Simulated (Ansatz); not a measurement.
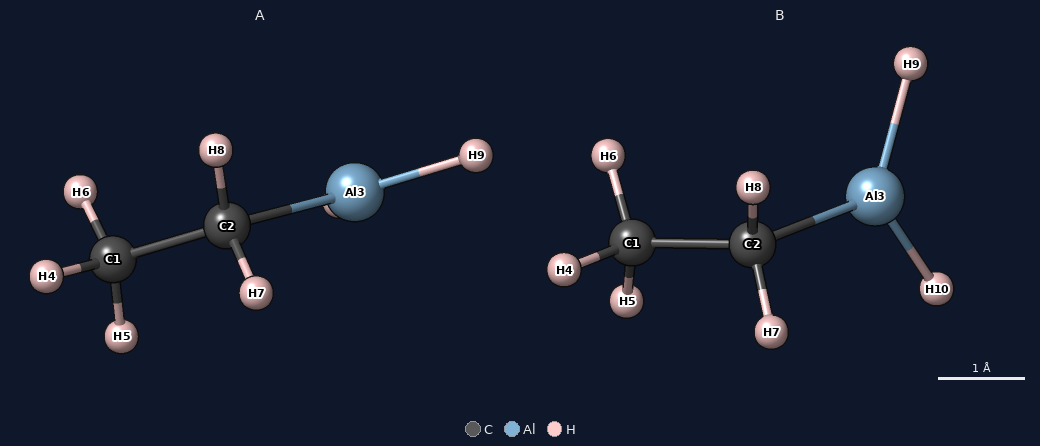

Two geometries of C$_{2}$H$_{7}$Al, drawn at one scale. One is the start of a relaxation, the other its converged end. A ball-and-stick model, seen at a tilt.

Level of theory: RKS PBE0-D4/def2-TZVP in Ansatz. Settings: force threshold 0.005 eV/Å; at most 150 steps.

Q: Which geometry has the lower energy?

A: Structure A is the relaxed one. The start comes from PBE-D4/def2-SVP. After 30 accepted moves (32 points after the start) the energy has fallen by 6.03 kJ/mol. The largest force component goes from 0.41 to 0.0037 eV/Å. The line search rejected the trial steps at points 6, 9 of the run. The forces were under the threshold at step 4, but the run went on from there. The atom that moves furthest after the best rigid fit is H9 (1.63 Å). By element the largest moves are H 1.63 Å, C 0.23 Å, Al 0.05 Å. Near-neighbour distances that change, for instance: C2–Al3 1.979 → 1.958 Å, C1–C2 1.545 → 1.528 Å, C1–H4 1.111 → 1.094 Å, Al3–H10 1.607 → 1.592 Å. Among the angles between lasting bonds that change: C1–C2–Al3 112.6° → 116.9°, Al3–C2–H7 109.5° → 107.2°, Al3–C2–H8 109.5° → 107.3°. Groups turn about C2–Al3 by about 90°.
